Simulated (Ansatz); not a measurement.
# C4H4Si (SMILES C#C[SiH2]C#C) at HF/cc-pVDZ

What is the vertical ionisation energy of C4H4Si at HF/cc-pVDZ? 

The calculation is run with Ansatz 0.2.0.

42 further runs of the same task are left out: 42 set aside as unsound or not needed.

### 1 The system as given

The species is C4H4Si (9 atoms), meant as a singlet with charge 0. SMILES: `C#C[SiH2]C#C`. Geometry: relaxed at PBE0-D4/def2-TZVP.

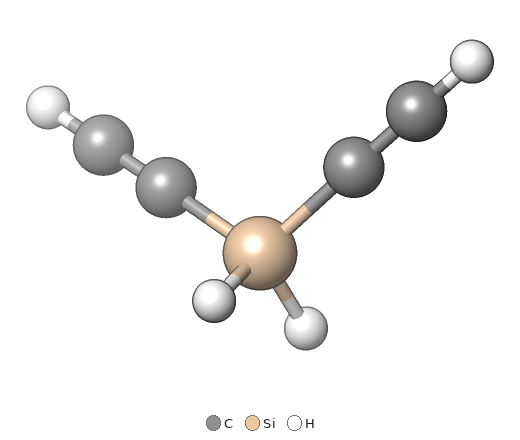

Viewed from a chosen angle; carbon grey, silicon light orange, hydrogen white.

### 2 The energy at HF/cc-pVDZ

run.yaml reads:

```yaml
crystal:
  periodic: [false, false, false]
  atoms:
    - symbol: C
      position_ang: [1.986100, -0.068000, 1.693000]
    - symbol: C
      position_ang: [1.245000, -0.318200, 0.775800]
    - symbol: Si
      position_ang: [0.139500, -0.713800, -0.616400]
    - symbol: C
      position_ang: [-1.252900, 0.459600, -0.648400]
    - symbol: C
      position_ang: [-2.180600, 1.228700, -0.681700]
    - symbol: H
      position_ang: [2.639600, 0.155600, 2.505100]
    - symbol: H
      position_ang: [0.896100, -0.611400, -1.885800]
    - symbol: H
      position_ang: [-0.384600, -2.089300, -0.450100]
    - symbol: H
      position_ang: [-2.999800, 1.910300, -0.708600]
basis:
  gaussian: {orbitals: cc-pVDZ}
hamiltonian: {xc: hf}
accuracy: high
output: {orbitals: {seedname: orbitals}}
```

Command:

```sh
ansatz run run.yaml --threads 1 --pin off --max-ram 3480MiB --events-out events.jsonl --progress --plain --runs-dir runs
```

The program printed:

```text
Warning: RAYON_NUM_THREADS=1 ignored (pool sized by the plan → 1); use --threads N
Functional definition: HF
  name "HF"
  exchange = exact_x
  correlation = 0
2067 factors; integrals over basis functions are off by at most 4.4e-9 eV
mean field evaluation 1: about -12041.5480 eV, gradient 2.9e1 eV
mean field evaluation 2: about -12041.7896 eV, gradient 2.8e1 eV
mean field evaluation 4: about -12044.4980 eV, gradient 2.7e0 eV
mean field evaluation 8: about -12044.5292 eV, gradient 2.5e-1 eV
mean field evaluation 16: about -12044.5294 eV, gradient 2.9e-8 eV
mean field -12044.52943631 eV, -442.6282927090 hartree, gradient 2.9e-8 eV, S^2 0.000000; 0 other end points of the search recorded, 0 dependent functions left out
reference -12044.52943631 eV, -442.6282927090 hartree; 21, 21 occupied and 73, 73 virtual orbitals, 2067 factors
Total energy: -12044.52943631 eV, -442.6282927090 hartree
```

Wall time 1.2 s (1 thread of AMD EPYC 9R45 (Zen 5), shared host); peak memory 0.28 GiB.

### 3 The doublet cation

molecule.yaml reads:

```yaml
crystal:
  periodic: [false, false, false]
  atoms:
    - {symbol: C, position_ang: [1.986100, -0.068000, 1.693000]}
    - {symbol: C, position_ang: [1.245000, -0.318200, 0.775800]}
    - {symbol: Si, position_ang: [0.139500, -0.713800, -0.616400]}
    - {symbol: C, position_ang: [-1.252900, 0.459600, -0.648400]}
    - {symbol: C, position_ang: [-2.180600, 1.228700, -0.681700]}
    - {symbol: H, position_ang: [2.639600, 0.155600, 2.505100]}
    - {symbol: H, position_ang: [0.896100, -0.611400, -1.885800]}
    - {symbol: H, position_ang: [-0.384600, -2.089300, -0.450100]}
    - {symbol: H, position_ang: [-2.999800, 1.910300, -0.708600]}
basis:
  gaussian: {orbitals: cc-pVDZ}
total_charge: 1
magnetization: {spin_polarized: true, initial_magnetization: 1}
hamiltonian: {xc: hf}
accuracy: high
output: {orbitals: {seedname: orbitals}}
```

Command:

```sh
ansatz run molecule.yaml --threads 1 --pin off --max-ram 3480MiB --events-out events.jsonl --progress --plain --runs-dir runs
```

The program printed (excerpt; [...] marks lines left out):

```text
Warning: RAYON_NUM_THREADS=1 ignored (pool sized by the plan → 1); use --threads N
Functional definition: HF
  name "HF"
[...]
2067 factors; integrals over basis functions are off by at most 4.4e-9 eV
[...]
mean field -12035.11541100 eV, -442.2823336600 hartree, gradient 2.3e-8 eV, S^2 0.756268; 8 other end points of the search recorded, 0 dependent functions left out
reference -12035.11541100 eV, -442.2823336600 hartree; 21, 20 occupied and 73, 74 virtual orbitals, 2067 factors
Total energy: -12035.11541100 eV, -442.2823336600 hartree
```

Wall time 16 s (1 thread of AMD EPYC 9R45 (Zen 5), shared host); peak memory 0.46 GiB.

### 4 Summary of results

At HF/cc-pVDZ:

| quantity | value |
| --- | --- |
| singlet C4H4Si: total energy | -442.62829 Eh |
| singlet C4H4Si: HOMO energy | -10.83 eV |
| singlet C4H4Si: LUMO energy | 3.50 eV |
| singlet C4H4Si: HOMO–LUMO gap | 14.33 eV |
| doublet cation: total energy | -442.28233 Eh |
| doublet cation: HOMO energy (highest over α and β) | -14.97 eV |
| doublet cation: LUMO energy (lowest over α and β) | -7.97 eV |
| doublet cation: ⟨S²⟩ | 0.756 |
| vertical ionisation energy (to the doublet cation) | 9.414 eV |

Removing an electron at fixed nuclei costs 9.41 eV (217 kcal/mol). The negative HOMO energy of the first species, 10.83 eV, lies 1.41 eV above that difference.
